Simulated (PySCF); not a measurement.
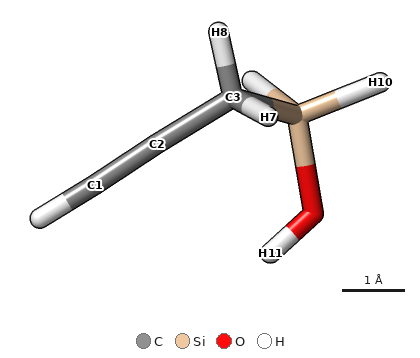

Figure 1. The structure (stick view, seen at a tilt; atoms are numbered from 1 in the order of the input).

Excited-state calculation, with input and output: C₃H₆OSi

- system: C₃H₆OSi, SMILES C#CC[SiH2]O
- method: TDDFT (BLYP)/STO-3G, RKS (PySCF 2.14.0)

The geometry comes from this level: GFN2-xTB.

Output
```
converged SCF energy = -476.595593247328
Final energy -476.5955932473283
Excitation energies (eV)
[6.5501693  6.61949991 7.50017563]

** Singlet excitation energies and oscillator strengths **
state   eV      nm      f
  1    6.5502    189.3   0.00322
  2    6.6195    187.3   0.01752
  3    7.5002    165.3   0.00829
```

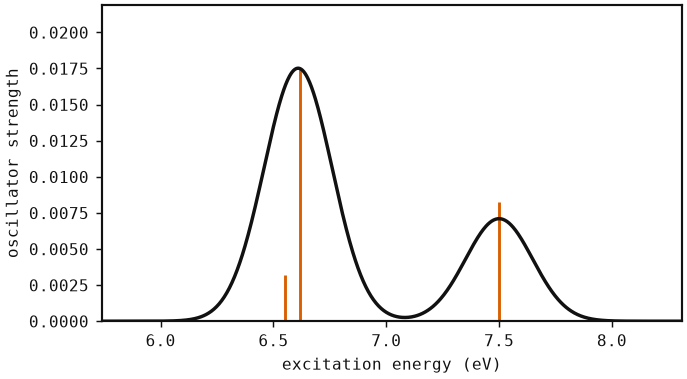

Figure 2. Computed excitations as sticks (degenerate states added up, dark ones marked on the axis), with a Gaussian envelope of 0.35 eV full width at half maximum, scaled to the tallest. Of the 3 states the lowest lies at 6.55 eV (f = 0.003); the strongest line is at 6.62 eV, or 187 nm (f = 0.018).

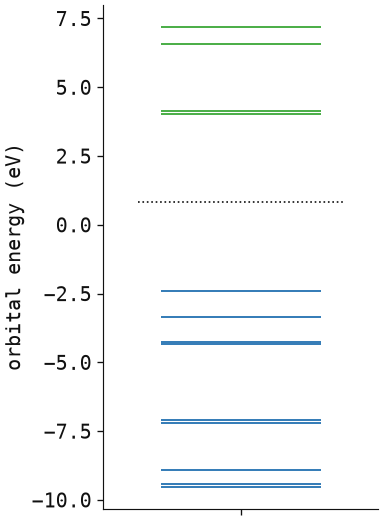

Figure 3. Orbital energies near the frontier; the dotted line parts filled from empty levels, and levels within 0.02 eV of each other stand side by side. Highest filled −2.41 eV, lowest empty 4.04 eV, 6.45 eV apart.

This output came from the following input.

Input (input.py)
```python
from pyscf import gto, dft, tdscf

molecule = gto.Mole()
molecule.atom = 'geometry.xyz'
molecule.basis = 'sto-3g'
molecule.spin = 0
molecule.charge = 0
molecule.verbose = 3
molecule.max_memory = 1860
molecule.build()

myscf = dft.RKS(molecule)
myscf.xc = 'blyp'
myscf.conv_tol = 1e-10
myscf.grids.level = 4
myscf.kernel()
if not myscf.converged:
    myscf = myscf.newton().run(myscf.mo_coeff, myscf.mo_occ)

etot = myscf.e_tot
print('Final energy', etot)

td = tdscf.TDDFT(myscf)
td.nstates = 3
td.kernel()
td.analyze()
roots = td.e * 27.211386
osc = td.oscillator_strength()
print('state   eV      nm      f')
for i, (w, f) in enumerate(zip(roots, osc), 1):
    print('%3d %9.4f %8.1f %9.5f' % (i, w, 1239.842 / w, f))
```

File geometry.xyz
```
11

C     -1.630070     0.027650     1.738480
C     -0.568640    -0.229350     1.245650
C      0.681450    -0.517010     0.588050
Si     0.810910     0.416860    -1.081130
O     -0.461300     0.063210    -2.027140
H     -2.541320     0.240470     2.212090
H      0.748220    -1.594830     0.421160
H      1.502880    -0.238030     1.248710
H      0.870200     1.853430    -0.805440
H      1.937510    -0.079310    -1.859710
H     -1.349840     0.056920    -1.680740
```

Run as:
```bash
OMP_NUM_THREADS=1 python input.py
```

Key numbers

- outcome: converged
- total energy: −476.595593 hartree
- basis functions: 35
- HOMO: −2.41 eV
- LUMO: 4.04 eV
- dipole moment: 0.23 D
- lowest excitation: 6.55 eV
- hardware: 1 thread of Intel Xeon (Sapphire Rapids), 16 GiB of memory available, shared host
- wall time: 19 s
- peak memory: 0.47 GiB
